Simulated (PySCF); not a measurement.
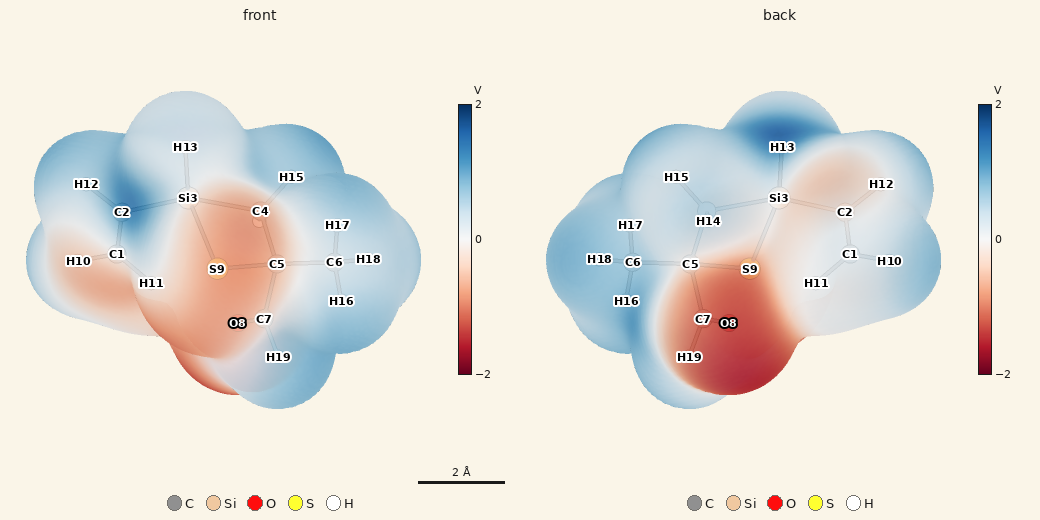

The picture shows: C6H10OSSi. The electrostatic potential painted on the density surface at 0.002 e/bohr³, seen from the front and from behind; red is negative and blue positive.

Geometry: GFN2-xTB.

Level of theory: PBE0/pcSseg-1, SCF density, gas phase, non-relativistic (PySCF 2.14.0).

The calculation's input:

```
{"job": {"kind": "nmr", "xc": "PBE0", "basis": "pcSseg-1"}, "charge": 0, "multiplicity": 1}
C      2.979313    -0.028637    -0.478787
C      2.607495     0.783060     0.502945
Si     0.841076     0.979932     1.102711
C     -0.301474    -0.542529     1.099023
C     -1.202021    -0.107561    -0.059928
C     -2.688679    -0.133330     0.212842
C     -0.808763    -0.701022    -1.373234
O      0.187799    -1.345673    -1.575883
S     -0.593178     1.627614    -0.417595
H      4.008147    -0.107197    -0.795511
H      2.271967    -0.645427    -1.009641
H      3.355831     1.384351     1.003697
H      0.691439     1.852481     2.264498
H      0.185919    -1.490067     0.870425
H     -0.876321    -0.671365     2.014109
H     -3.240900     0.243645    -0.645689
H     -2.921767     0.491881     1.072079
H     -3.008719    -1.154177     0.419600
H     -1.496968    -0.426728    -2.193466
```

Command:

```sh
OMP_NUM_THREADS=1 python probes_run.py task.json out
```

Question: Describe the electrostatic potential map.

Answer: The most negative region (about −1.5 V) lies over O8, the most positive (about +1.5 V) over Si3. O8 is the likeliest acceptor of a hydrogen bond.
